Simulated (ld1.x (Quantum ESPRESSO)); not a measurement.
Pseudopotential generation, with input and output: O

Oxygen (O, Z = 8), core [He], reference valence 2s2 2p4, valence charge 6. Computed at this level: RRKJ potential, PBE, scalar-relativistic, made with ld1.x (Quantum ESPRESSO) 7.5.

### The program's output
```
     Program LD1 v.7.5
     --------------------------- All-electron run ----------------------------

     O
     scalar relativistic calculation

     atomic number is  8.00
     dft =PBE   lsd =0 sic =0 latt =0  beta=0.20 tr2=1.0E-14
     Exchange-correlation= PBE
                           (   1   4   3   4   0   0   0)
     mesh =1095 r(mesh) =  99.04343 a.u. xmin = -7.00 dx = 0.01250
     1 Ry =  13.60569312 eV, c = 137.03599908

     n l     nl                  e(Ry)          e(Ha)          e(eV)
     1 0     1S 1( 2.00)       -37.8295       -18.9148      -514.6969
     2 0     2S 1( 2.00)        -1.7611        -0.8806       -23.9616
     2 1     2P 1( 4.00)        -0.6637        -0.3319        -9.0308

     final scf error:  9.7E-15 reached in  23 iterations

     Etot =    -150.004152 Ry,     -75.002076 Ha,   -2040.910458 eV

     Ekin =     149.791567 Ry,      74.895784 Ha,    2038.018097 eV
     Encl =    -356.113718 Ry,    -178.056859 Ha,   -4845.173959 eV
     Eh   =      72.868749 Ry,      36.434374 Ha,     991.429835 eV
     Exc  =     -16.550750 Ry,      -8.275375 Ha,    -225.184431 eV

     normalization and overlap integrals

     s(1S/1S) =  1.000000  <r> =   0.1995  <r2> =    0.0538  r(max) =   0.1298
     s(2S/2S) =  1.000000  <r> =   1.1394  <r2> =    1.5805  r(max) =   0.8677
     s(2P/2P) =  1.000000  <r> =   1.2657  <r2> =    2.1375  r(max) =   0.8151

     ------------------------ End of All-electron run ------------------------

     --------------------- Generating NC pseudopotential ---------------------

      Generating local pot.: lloc=2, matching radius rcloc =   1.5500

      Wfc   2S  rcut= 0.702  Estimated cut-off energy=      246.14 Ry
      This function has    0 nodes for 0 < r <    0.702

      Wfc   2P  rcut= 1.485  Estimated cut-off energy=       80.36 Ry
      This function has    0 nodes for 0 < r <    1.485

     ------------------- End of pseudopotential generation -------------------

     --------------------------- All-electron run ----------------------------

     O
     scalar relativistic calculation

     atomic number is  8.00
     dft =PBE   lsd =0 sic =0 latt =0  beta=0.20 tr2=1.0E-14
     Exchange-correlation= PBE
                           (   1   4   3   4   0   0   0)
     mesh =1095 r(mesh) =  99.04343 a.u. xmin = -7.00 dx = 0.01250
     1 Ry =  13.60569312 eV, c = 137.03599908

     n l     nl                  e(Ry)          e(Ha)          e(eV)
     1 0     1S 1( 2.00)       -37.8295       -18.9148      -514.6969
     2 0     2S 1( 2.00)        -1.7611        -0.8806       -23.9616
     2 1     2P 1( 4.00)        -0.6637        -0.3319        -9.0308

     final scf error:  9.7E-15 reached in  23 iterations

     Etot =    -150.004152 Ry,     -75.002076 Ha,   -2040.910458 eV

     Ekin =     149.791567 Ry,      74.895784 Ha,    2038.018097 eV
     Encl =    -356.113718 Ry,    -178.056859 Ha,   -4845.173959 eV
     Eh   =      72.868749 Ry,      36.434374 Ha,     991.429835 eV
     Exc  =     -16.550750 Ry,      -8.275375 Ha,    -225.184431 eV

     normalization and overlap integrals

     s(1S/1S) =  1.000000  <r> =   0.1995  <r2> =    0.0538  r(max) =   0.1298
     s(2S/2S) =  1.000000  <r> =   1.1394  <r2> =    1.5805  r(max) =   0.8677
     s(2P/2P) =  1.000000  <r> =   1.2657  <r2> =    2.1375  r(max) =   0.8151

     ------------------------ End of All-electron run ------------------------

     Computing logarithmic derivative in   1.69355
     Computing logarithmic derivative in   1.69355
     Computing the partial wave expansion
     R is outside the sphere for l=    0 j= 0.00
     R is outside the sphere for l=    1 j= 0.00
       no projector for channel:   2

     ---------------------- Testing the pseudopotential ----------------------

     O
     scalar relativistic calculation

     atomic number is  8.00   valence charge is  6.00
     dft =PBE   lsd =0 sic =0 latt =0  beta=0.20 tr2=1.0E-14
     mesh =1095 r(mesh) =  99.04343 xmin = -7.00 dx = 0.01250

     n l     nl             e AE (Ry)        e PS (Ry)    De AE-PS (Ry)
     1 0     2S   1( 2.00)       -1.76114       -1.76115        0.00000
     2 1     2P   1( 4.00)       -0.66375       -0.66375        0.00000

     eps = 6.8E-15  iter =  5

     Etot =    -150.004152 Ry,     -75.002076 Ha,   -2040.910458 eV
     Etotps =   -31.263013 Ry,     -15.631506 Ha,    -425.354959 eV

     Ekin =      20.695158 Ry,      10.347579 Ha,     281.571972 eV
     Encl =     -69.822178 Ry,     -34.911089 Ha,    -949.979122 eV
     Ehrt =      26.984338 Ry,      13.492169 Ha,     367.140625 eV
     Ecxc =      -6.468829 Ry,      -3.234415 Ha,     -88.012908 eV
     Epseu=      -2.651502 Ry,      -1.325751 Ha,     -36.075526 eV

     ---------------------- End of pseudopotential test ----------------------
```

### Output of the test run (extracts)
```
     ---------------------- Testing the pseudopotential ----------------------

     O
     scalar relativistic calculation

     atomic number is  8.00   valence charge is  6.00
     dft =PBE   lsd =0 sic =0 latt =0  beta=0.20 tr2=1.0E-14
     mesh =1095 r(mesh) =  99.04343 xmin = -7.00 dx = 0.01250

     n l     nl             e AE (Ry)        e PS (Ry)    De AE-PS (Ry)
     1 0     2S   1( 2.00)       -1.76114       -1.76115        0.00000
     2 1     2P   1( 4.00)       -0.66375       -0.66375        0.00000

     eps = 4.2E-15  iter = 29

     Etot =    -150.004152 Ry,     -75.002076 Ha,   -2040.910457 eV
     Etotps =   -31.263013 Ry,     -15.631506 Ha,    -425.354958 eV

     Ekin =      20.695158 Ry,      10.347579 Ha,     281.571972 eV
     Encl =     -69.822178 Ry,     -34.911089 Ha,    -949.979121 eV
     Ehrt =      26.984338 Ry,      13.492169 Ha,     367.140624 eV
     Ecxc =      -6.468829 Ry,      -3.234415 Ha,     -88.012908 eV
     Epseu=      -2.651502 Ry,      -1.325751 Ha,     -36.075526 eV

     ---------------------- End of pseudopotential test ----------------------

     ---------------------- Testing the pseudopotential ----------------------

     O
     scalar relativistic calculation

     atomic number is  8.00   valence charge is  6.00
     dft =PBE   lsd =0 sic =0 latt =0  beta=0.20 tr2=1.0E-14
     mesh =1095 r(mesh) =  99.04343 xmin = -7.00 dx = 0.01250

     n l     nl             e AE (Ry)        e PS (Ry)    De AE-PS (Ry)
     1 0     2S   1( 2.00)       -2.91523       -2.91629        0.00106
     2 1     2P   1( 3.00)       -1.79705       -1.79192       -0.00513  !

     eps = 3.7E-15  iter = 29

     Etot =    -148.796508 Ry,     -74.398254 Ha,   -2024.479622 eV
     Etotps =   -30.056990 Ry,     -15.028495 Ha,    -408.946182 eV
     dEtot_ae =       1.207644 Ry
     dEtot_ps =       1.206023 Ry,   Delta E=       0.001621 Ry

     Ekin =      18.816967 Ry,       9.408483 Ha,     256.017878 eV
     Encl =     -61.720838 Ry,     -30.860419 Ha,    -839.754786 eV
     Ehrt =      20.473744 Ry,      10.236872 Ha,     278.559474 eV
     Ecxc =      -5.564775 Ry,      -2.782387 Ha,     -75.712617 eV
     Epseu=      -2.062088 Ry,      -1.031044 Ha,     -28.056131 eV

     ---------------------- End of pseudopotential test ----------------------

     ---------------------- Testing the pseudopotential ----------------------

     O
     scalar relativistic calculation

     atomic number is  8.00   valence charge is  6.00
     dft =PBE   lsd =0 sic =0 latt =0  beta=0.20 tr2=1.0E-14
     mesh =1095 r(mesh) =  99.04343 xmin = -7.00 dx = 0.01250

     n l     nl             e AE (Ry)        e PS (Ry)    De AE-PS (Ry)
     1 0     2S   1( 2.00)       -4.28836       -4.28270       -0.00566  !
     2 1     2P   1( 2.00)       -3.17823       -3.15010       -0.02814  !

     eps = 2.9E-15  iter = 23

     Etot =    -146.327963 Ry,     -73.163981 Ha,   -1990.893355 eV
     Etotps =   -27.602844 Ry,     -13.801422 Ha,    -375.555819 eV
     dEtot_ae =       3.676189 Ry
     dEtot_ps =       3.660169 Ry,   Delta E=       0.016020 Ry

     Ekin =      15.578628 Ry,       7.789314 Ha,     211.958025 eV
     Encl =     -51.708675 Ry,     -25.854338 Ha,    -703.532367 eV
     Ehrt =      14.031782 Ry,       7.015891 Ha,     190.912123 eV
     Ecxc =      -4.462353 Ry,      -2.231177 Ha,     -60.713406 eV
     Epseu=      -1.042225 Ry,      -0.521113 Ha,     -14.180195 eV

     ---------------------- End of pseudopotential test ----------------------

     ---------------------- Testing the pseudopotential ----------------------

     O
     scalar relativistic calculation

     atomic number is  8.00   valence charge is  6.00
     dft =PBE   lsd =0 sic =0 latt =0  beta=0.20 tr2=1.0E-14
     mesh =1095 r(mesh) =  99.04343 xmin = -7.00 dx = 0.01250

     n l     nl             e AE (Ry)        e PS (Ry)    De AE-PS (Ry)
     1 0     2S   1( 2.00)       -5.84242       -5.81143       -0.03099  !
     2 1     2P   1( 1.00)       -4.77428       -4.68802       -0.08627  !

     eps = 6.3E-15  iter = 20

     Etot =    -142.368669 Ry,     -71.184335 Ha,   -1937.024424 eV
     Etotps =   -23.696874 Ry,     -11.848437 Ha,    -322.412399 eV
     dEtot_ae =       7.635483 Ry
     dEtot_ps =       7.566139 Ry,   Delta E=       0.069344 Ry

     Ekin =      10.970491 Ry,       5.485246 Ha,     149.261140 eV
     Encl =     -40.172657 Ry,     -20.086328 Ha,    -546.576839 eV
     Ehrt =       8.319442 Ry,       4.159721 Ha,     113.191775 eV
     Ecxc =      -3.244328 Ry,      -1.622164 Ha,     -44.141326 eV
     Epseu=       0.430177 Ry,       0.215088 Ha,       5.852851 eV

     ---------------------- End of pseudopotential test ----------------------

     ---------------------- Testing the pseudopotential ----------------------

     O
     scalar relativistic calculation

     atomic number is  8.00   valence charge is  6.00
     dft =PBE   lsd =0 sic =0 latt =0  beta=0.20 tr2=1.0E-14
     mesh =1095 r(mesh) =  99.04343 xmin = -7.00 dx = 0.01250

     n l     nl             e AE (Ry)        e PS (Ry)    De AE-PS (Ry)
     1 0     2S   1( 1.00)       -1.79485       -1.79662        0.00177
     2 1     2P   1( 5.00)       -0.69467       -0.69731        0.00263

     eps = 4.5E-15  iter = 23

     Etot =    -148.905333 Ry,     -74.452667 Ha,   -2025.960272 eV
     Etotps =   -30.164629 Ry,     -15.082314 Ha,    -410.410681 eV
     dEtot_ae =       1.098818 Ry
     dEtot_ps =       1.098384 Ry,   Delta E=       0.000434 Ry

     Ekin =      23.555754 Ry,      11.777877 Ha,     320.492359 eV
     Encl =     -69.545667 Ry,     -34.772834 Ha,    -946.217009 eV
     Ehrt =      26.764806 Ry,      13.382403 Ha,     364.153740 eV
     Ecxc =      -6.419669 Ry,      -3.209835 Ha,     -87.344047 eV
     Epseu=      -4.519852 Ry,      -2.259926 Ha,     -61.495724 eV

     ---------------------- End of pseudopotential test ----------------------

     ---------------------- Testing the pseudopotential ----------------------

     O
     scalar relativistic calculation

     atomic number is  8.00   valence charge is  6.00
     dft =PBE   lsd =0 sic =0 latt =0  beta=0.20 tr2=1.0E-14
     mesh =1095 r(mesh) =  99.04343 xmin = -7.00 dx = 0.01250

     n l     nl             e AE (Ry)        e PS (Ry)    De AE-PS (Ry)
     1 0     2S   1( 2.00)       -7.55005       -7.45954       -0.09051  !
     2 1     2P   1( 0.00)       -6.56027       -6.35792       -0.20235  !

     eps = 1.5E-16  iter = 12

     Etot =    -136.716273 Ry,     -68.358137 Ha,   -1860.119656 eV
     Etotps =   -18.182546 Ry,      -9.091273 Ha,    -247.386135 eV
     dEtot_ae =      13.287879 Ry
     dEtot_ps =      13.080467 Ry,   Delta E=       0.207412 Ry

     Ekin =       5.040014 Ry,       2.520007 Ha,      68.572882 eV
     Encl =     -27.409695 Ry,     -13.704847 Ha,    -372.927896 eV
     Ehrt =       3.831123 Ry,       1.915562 Ha,      52.125086 eV
     Ecxc =      -1.993240 Ry,      -0.996620 Ha,     -27.119418 eV
     Epseu=       2.349253 Ry,       1.174626 Ha,      31.963211 eV

     ---------------------- End of pseudopotential test ----------------------

     ---------------------- Testing the pseudopotential ----------------------

     O
     scalar relativistic calculation

     atomic number is  8.00   valence charge is  6.00
     dft =PBE   lsd =0 sic =0 latt =0  beta=0.20 tr2=1.0E-14
     mesh =1095 r(mesh) =  99.04343 xmin = -7.00 dx = 0.01250

     n l     nl             e AE (Ry)        e PS (Ry)    De AE-PS (Ry)
     1 0     2S   1( 2.00)       -1.46858       -1.46797       -0.00062
     2 1     2P   1( 4.30)       -0.38148       -0.38156        0.00007

     eps = 9.6E-15  iter = 27

     Etot =    -150.160161 Ry,     -75.080080 Ha,   -2043.033064 eV
     Etotps =   -31.419052 Ry,     -15.709526 Ha,    -427.477977 eV
     dEtot_ae =      -0.156009 Ry
     dEtot_ps =      -0.156039 Ry,   Delta E=       0.000030 Ry

     Ekin =      21.001289 Ry,      10.500645 Ha,     285.737099 eV
     Encl =     -71.792160 Ry,     -35.896080 Ha,    -976.782092 eV
     Ehrt =      28.806793 Ry,      14.403397 Ha,     391.936390 eV
     Ecxc =      -6.685446 Ry,      -3.342723 Ha,     -90.960130 eV
     Epseu=      -2.749529 Ry,      -1.374764 Ha,     -37.409243 eV

     ---------------------- End of pseudopotential test ----------------------

     ---------------------- Testing the pseudopotential ----------------------

     O
     scalar relativistic calculation

     atomic number is  8.00   valence charge is  6.00
     dft =PBE   lsd =0 sic =0 latt =0  beta=0.20 tr2=1.0E-14
     mesh =1095 r(mesh) =  99.04343 xmin = -7.00 dx = 0.01250

     n l     nl             e AE (Ry)        e PS (Ry)    De AE-PS (Ry)
     1 0     2S   1( 0.00)       -1.82640       -1.82917        0.00277
     2 1     2P   1( 6.00)       -0.72363       -0.72827        0.00464

     eps = 4.1E-17  iter = 11

     Etot =    -147.803835 Ry,     -73.901918 Ha,   -2010.973626 eV
     Etotps =   -29.064498 Ry,     -14.532249 Ha,    -395.442645 eV
     dEtot_ae =       2.200316 Ry
     dEtot_ps =       2.198514 Ry,   Delta E=       0.001802 Ry

     Ekin =      26.459450 Ry,      13.229725 Ha,     359.999156 eV
     Encl =     -69.295576 Ry,     -34.647788 Ha,    -942.814348 eV
     Ehrt =      26.564491 Ry,      13.282246 Ha,     361.428319 eV
     Ecxc =      -6.375512 Ry,      -3.187756 Ha,     -86.743254 eV
     Epseu=      -6.417352 Ry,      -3.208676 Ha,     -87.312519 eV

     ---------------------- End of pseudopotential test ----------------------
```

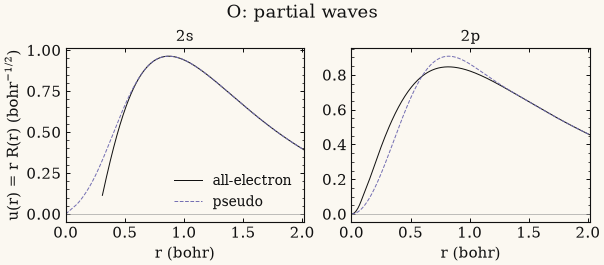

Figure 1. Pseudo-waves (dashed) against the all-electron radial functions (solid). The innermost oscillations of some all-electron curves aren't drawn. Reference configuration 2s2 2p4.

- Matching radii: 2s at 0.70 bohr; 2p at 1.50 bohr. The curves merge smoothly, so the plot gives these only roughly.
- Nodes of the pseudo-waves: 2s has no node; 2p has no node.

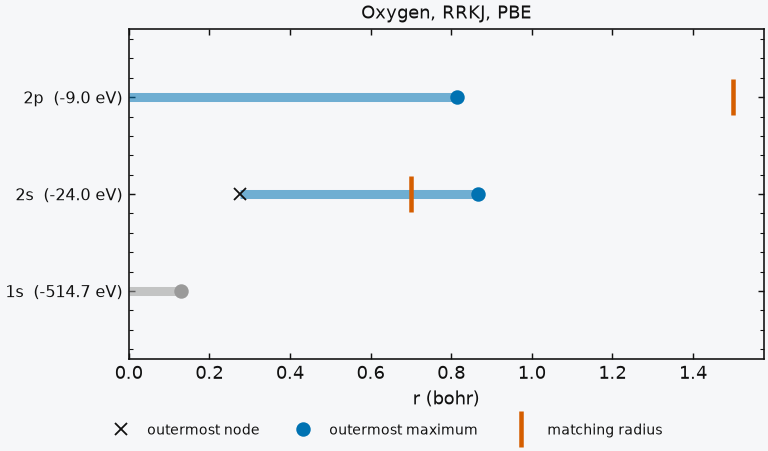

Figure 2. Outer shells of the all-electron reference atom: each bar runs from the outermost node (or the nucleus) to the outermost maximum of u(r); the tick is the radius chosen for the pseudo-wave. Shells without a tick have no pseudo-wave of their own. Levels, nodes and maxima are from ld1.x, scalar-relativistic.

- Radii against the shells: 2s: 0.70 bohr, between node and maximum; 2p: 1.50 bohr, outside the maximum.

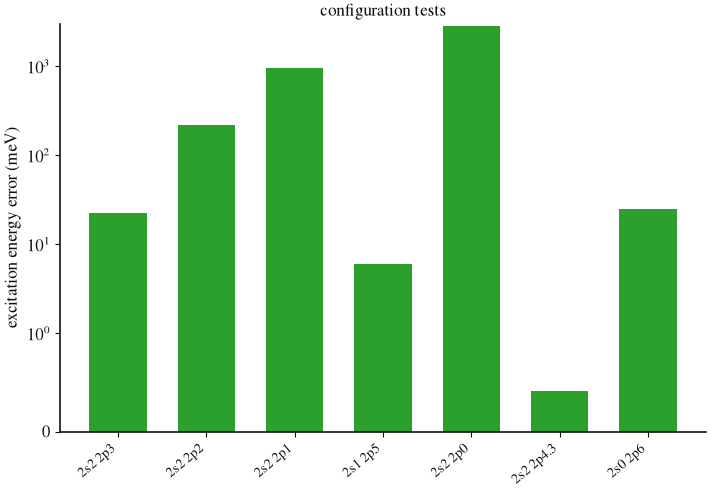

Figure 3. Errors, all-electron minus pseudo, of the energies of valence configurations relative to the unpolarised reference 2s2 2p4.

- Worst configuration: 2s2 2p0 (charge +4): the error is +2822 meV on an all-electron energy of +180.79 eV relative to the reference, or 1.6 %.
- Configurations within 10 meV and within 50 meV: 2 and 4 of 7.

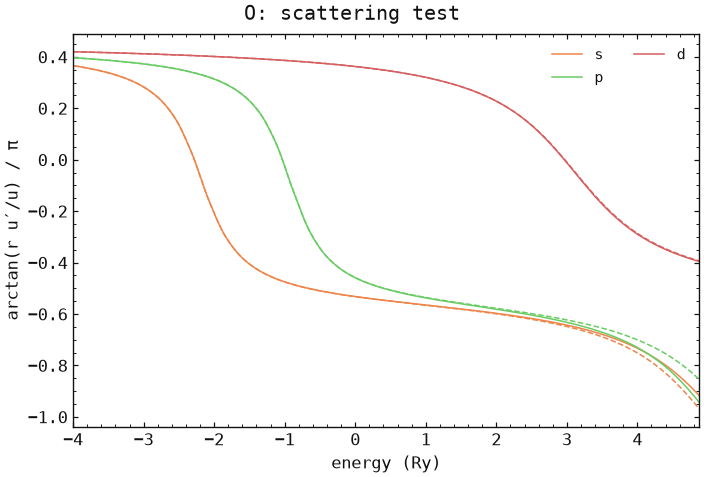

Figure 4. Unwrapped phase arctan(r u′/u) in units of π against energy, all-electron (solid) and pseudo (dashed); the pseudo phase is matched to the all-electron one at the reference energy. Here u = r R(r).

- Poles, where the radial function vanishes at the test radius: s: all-electron at -0.7 Ry, pseudo at -0.7 Ry; p: all-electron at 0.4 Ry, pseudo at 0.4 Ry; d: all-electron at no energy in the range, pseudo at no energy in the range.
- Ghost states: the plot shows none: the two phases stay within 0.29 rad of each other in all channels drawn. The separate test gives: no ghost state below the valence levels in the s, p, d, f channels.
- Range over which the phases agree within 0.05 rad: s: up to about 3.9 Ry; p: up to about 3.5 Ry; d: over the whole range drawn.

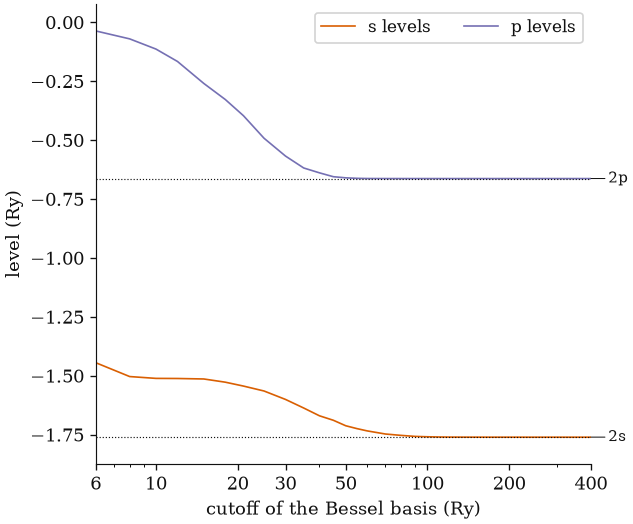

Figure 5. The pseudo-atom Hamiltonian at the reference potential is diagonalised in spherical Bessel functions (20 bohr box) up to the cutoff. Curves: the lowest levels of each channel that holds a bound state. Dotted lines: the all-electron valence levels.

- Ghost states: no ghost state below the valence levels in the s, p, d, f channels. The curves of the valence states settle on the dotted lines.
- All-electron valence levels: 2s: -1.76 Ry; 2p: -0.66 Ry.

### The input
```
 &input
   title='O', zed=8., rel=1, dft='PBE', iswitch=3,
   config='[He] 2s2 2p4 3d-2',
   nld=3, rlderiv=1.70, eminld=-4.0, emaxld=5.0, deld=0.02
 /
 &inputp
   pseudotype=2, tm=.false., lloc=2,
   nlcc=.false.,
   file_pseudopw='O.UPF', file_wfcaegen='ae.wfc', file_wfcncgen='nc.wfc', file_beta='beta', file_chi='chi'
 /
3
2S  1  0   2.00   0.00  0.70  0.70  0.0
2P  2  1   4.00   0.00  1.50  1.50  0.0
3D  3  2  -2.00  -0.15  1.55  1.55  0.0
 &test
   configts(1)='2s2 2p4'
 /
```

### Input of the test run
```
 &input
   title='O', zed=8., rel=1, dft='PBE', iswitch=2,
   config='[He] 2s2 2p4 3d-2'
 /
 &test
   file_pseudo='O.UPF', nconf=8,
   configts(1)='2s2 2p4',
   configts(2)='2s2 2p3',
   configts(3)='2s2 2p2',
   configts(4)='2s2 2p1',
   configts(5)='2s1 2p5',
   configts(6)='2s2 2p0',
   configts(7)='2s2 2p4.3',
   configts(8)='2s0 2p6'
 /
```

Launched with:
```bash
ld1.x < O.in > O.out
```

### Key numbers

- outcome: generated
- cutoffs needed: 90 Ry and 120 Ry (the cutoffs, on a coarse ladder, from which the occupation-weighted sum of valence levels, in a spherical-Bessel basis at the reference potential, stays within 10 and 1 mRy of its value at 400 Ry); ghost states and empty shells don't enter this sum
- ghost test: no ghost state below the valence levels in the s, p, d, f channels (spherical-Bessel basis up to 400 Ry, 20 bohr box)
- largest excitation error: +2822 meV (all-electron minus pseudo) for 2s2 2p0, out of 7 test configurations
- range over which the phases arctan(r u′/u) at the test radius agree within 0.05 rad (a looser test near the poles than one of phase shifts): s: up to about 3.9 Ry; p: up to about 3.5 Ry; d: over the whole range computed
- hardware: 1 CPU thread, shared host
- wall time: 0.93 s

### Remarks

An excitation error of 2822 meV in its own tests makes this a poorly transferable potential.
